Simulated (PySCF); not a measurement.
# C2HCl2Si (SMILES C#C[Si](Cl)Cl): UPBE0/cc-pVDZ

What is the energy change on altering one bond length of C2HCl2Si at UPBE0/cc-pVDZ? The job is set up through a Python script.

Program for the calculation: PySCF 2.14.0.

1 further run of the same task is left out (set aside as unsound or not needed).

## (1) The system as given

C2HCl2Si: 6 atoms, total charge 0, spin state doublet. As SMILES, `C#C[Si](Cl)Cl`. The shape is that of a PBE0-D4/def2-TZVP optimisation.

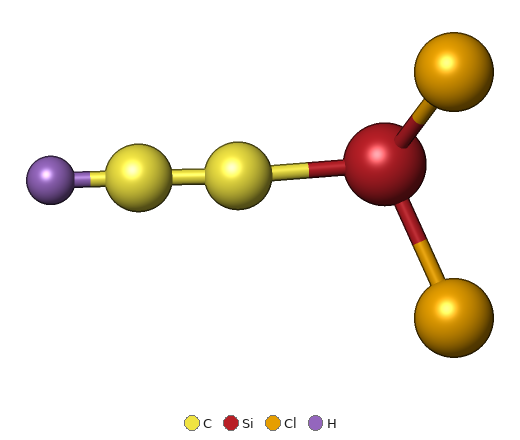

The structure, seen from a chosen angle (carbon yellow, silicon red, chlorine amber, hydrogen purple).

## (2) A single-point energy at UPBE0/cc-pVDZ

Contents of calc.py:

```python
from pyscf import gto, dft

mol = gto.M(
    atom='''
C        1.324500       0.483500       1.111500
C        0.521500       0.095400       0.297200
Si      -0.504400      -0.583800      -1.021800
Cl      -1.914000      -1.830600      -0.226100
Cl      -1.406000       0.937000      -2.046300
H        2.020400       0.834500       1.839400
''',
    max_memory=1860,
    basis='cc-pvdz',
    charge=0,
    verbose=4,
    spin=1,
)

mf = dft.UKS(mol)
mf.xc = 'pbe0'
mf.grids.level = 5
mf.conv_tol = 1e-10
mf.kernel()
if not mf.converged:
    mf = mf.newton().run(mf.mo_coeff, mf.mo_occ)

e_tot = mf.e_tot
print('E = %.10f Eh' % e_tot)
```

Launch:

```bash
$ OMP_NUM_THREADS=1 python calc.py
```

Log:

```text
PySCF version 2.14.0

[INPUT] num. atoms = 6
[INPUT] num. electrons = 61
[INPUT] charge = 0
[INPUT] spin (= nelec alpha-beta = 2S) = 1
[INPUT] symmetry False subgroup None
[INPUT] Mole.unit = angstrom
[INPUT] Symbol           X                Y                Z      unit          X                Y                Z       unit  Magmom
[INPUT]  1 C      1.324500000000   0.483500000000   1.111500000000 AA    2.502942251986   0.913682581227   2.100430587454 Bohr   0.0
[INPUT]  2 C      0.521500000000   0.095400000000   0.297200000000 AA    0.985492173961   0.180279872284   0.561626604221 Bohr   0.0
[INPUT]  3 Si    -0.504400000000  -0.583800000000  -1.021800000000 AA   -0.953177857231  -1.103222111521  -1.930922154081 Bohr   0.0
[INPUT]  4 Cl    -1.914000000000  -1.830600000000  -0.226100000000 AA   -3.616935802418  -3.459332643629  -0.427267076764 Bohr   0.0
[INPUT]  5 Cl    -1.406000000000   0.937000000000  -2.046300000000 AA   -2.656954931138   1.770673378717  -3.866946568697 Bohr   0.0
[INPUT]  6 H      2.020400000000   0.834500000000   1.839400000000 AA    3.818002662071   1.576976450950   3.475962233525 Bohr   0.0

nuclear repulsion = 293.774262189528
number of shells = 28
number of NR pGTOs = 182
number of NR cGTOs = 87
basis = cc-pvdz
ecp = {}

******** <class 'pyscf.dft.uks.UKS'> ********
method = UKS
initial guess = minao
damping factor = 0
level_shift factor = 0
DIIS = <class 'pyscf.scf.diis.CDIIS'>
diis_start_cycle = 1
diis_space = 8
diis_damp = 0
SCF conv_tol = 1e-10
SCF conv_tol_grad = None
SCF max_cycles = 50
direct_scf = True
direct_scf_tol = 1e-13
number electrons alpha = 31  beta = 30
XC library pyscf.dft.libxc version 7.0.0
    S. Lehtola, C. Steigemann, M. J.T. Oliveira, and M. A.L. Marques.,  SoftwareX 7, 1–5 (2018)
XC functionals = pbe0
radial grids:
    Treutler-Ahlrichs [JCP 102, 346 (1995); DOI:10.1063/1.469408] (M4) radial grids

becke partition: Becke, JCP 88, 2547 (1988); DOI:10.1063/1.454033
pruning grids: <function nwchem_prune>
grids dens level: 5
symmetrized grids: False
atomic radii adjust function: <function treutler_atomic_radii_adjust>
small_rho_cutoff = 0
Set gradient conv threshold to 1e-05
tot grids = 239144
init E= -1286.77534902284
[... the frontier-level lines of each cycle are left out ...]

cycle= 1 E= -1286.13271890292  delta_E= 0.643  |g|= 0.297  |ddm|= 1.88
cycle= 2 E= -1286.1180499372  delta_E= 0.0147  |g|= 0.339  |ddm|= 0.661
cycle= 3 E= -1286.18847851631  delta_E= -0.0704  |g|= 0.0372  |ddm|= 0.331
cycle= 4 E= -1286.18869746889  delta_E= -0.000219  |g|= 0.0363  |ddm|= 0.0575
cycle= 5 E= -1286.18937631064  delta_E= -0.000679  |g|= 0.0091  |ddm|= 0.0312
cycle= 6 E= -1286.18942708799  delta_E= -5.08e-05  |g|= 0.00159  |ddm|= 0.0104
cycle= 7 E= -1286.18942968898  delta_E= -2.6e-06  |g|= 0.000791  |ddm|= 0.00341
cycle= 8 E= -1286.18943038979  delta_E= -7.01e-07  |g|= 0.000275  |ddm|= 0.00134
cycle= 9 E= -1286.18943061398  delta_E= -2.24e-07  |g|= 0.00014  |ddm|= 0.000798
cycle= 10 E= -1286.18943071271  delta_E= -9.87e-08  |g|= 6.95e-05  |ddm|= 0.00064
cycle= 11 E= -1286.18943073568  delta_E= -2.3e-08  |g|= 3.14e-05  |ddm|= 0.000344
cycle= 12 E= -1286.18943073915  delta_E= -3.48e-09  |g|= 1.25e-05  |ddm|= 0.000152
cycle= 13 E= -1286.1894307394  delta_E= -2.48e-10  |g|= 5.18e-06  |ddm|= 4.21e-05
cycle= 14 E= -1286.18943073943  delta_E= -2.91e-11  |g|= 1.99e-06  |ddm|= 9.04e-06
Extra cycle  E= -1286.18943073943  delta_E= 4.55e-13  |g|= 3.92e-06  |ddm|= 4.51e-06
converged SCF energy = -1286.18943073943  <S^2> = 0.75333137  2S+1 = 2.0033286
E = -1286.1894307394 Eh
```

Run time: 44 s. Hardware: 1 thread of Arm Neoverse V1, shared host; peak memory 0.47 GiB.

## (3) The distorted shape, same level

Contents of input.py:

```python
from pyscf import gto, dft

system = gto.Mole()
system.atom = '''
C      1.632278     0.687265     1.507210
C      0.829278     0.299165     0.692910
Si    -0.504400    -0.583800    -1.021800
Cl    -1.914000    -1.830600    -0.226100
Cl    -1.406000     0.937000    -2.046300
H      2.328178     1.038265     2.235110
'''
system.max_memory = 1860
system.verbose = 3
system.basis = 'cc-pvdz'
system.spin = 1
system.build()

mf = dft.UKS(system)
mf.xc = 'pbe0'
mf.grids.level = 5
mf.conv_tol = 1e-10
mf.kernel()
if not mf.converged:
    mf = mf.newton().run(mf.mo_coeff, mf.mo_occ)

energy = mf.e_tot
print('E = %.10f Eh' % energy)
```

Launch:

```bash
$ OMP_NUM_THREADS=1 python input.py
```

Log:

```text
WARN: HOMO -0.20171566210003 >= LUMO -0.201715662100029

converged SCF energy = -1286.13724345953  <S^2> = 0.75489426  2S+1 = 2.0048883
E = -1286.1372434595 Eh
```

Run time: 48 s. Hardware: 1 thread of Arm Neoverse V1, shared host; peak memory 0.47 GiB.

## (4) Results

At UPBE0/cc-pVDZ:

| quantity | value |
| --- | --- |
| first shape: total energy | -1286.18943 Eh |
| first shape: dipole moment | 1.97 D |
| first shape: HOMO energy (highest over α and β) | -6.64 eV |
| first shape: LUMO energy (lowest over α and β) | -3.12 eV |
| first shape: ⟨S²⟩ | 0.753 |
| distorted shape: total energy | -1286.13724 Eh |
| distorted shape: dipole moment | 0.95 D |
| distorted shape: HOMO energy (highest over α and β) | -7.36 eV |
| distorted shape: LUMO energy (lowest over α and β) | -3.98 eV |
| distorted shape: ⟨S²⟩ | 0.755 |
| energy change with the C2–Si3 bond stretched from 1.804 to 2.345 Å | 1.420 eV |

In words: With the C2–Si3 bond stretched from 1.804 to 2.345 Å the energy rises by 1.42 eV (137 kJ/mol). The first shape isn't relaxed at this level, so the change isn't measured from a minimum. Mulliken charges (first shape) run from -0.18 on Cl5 to +0.45 on Si3.
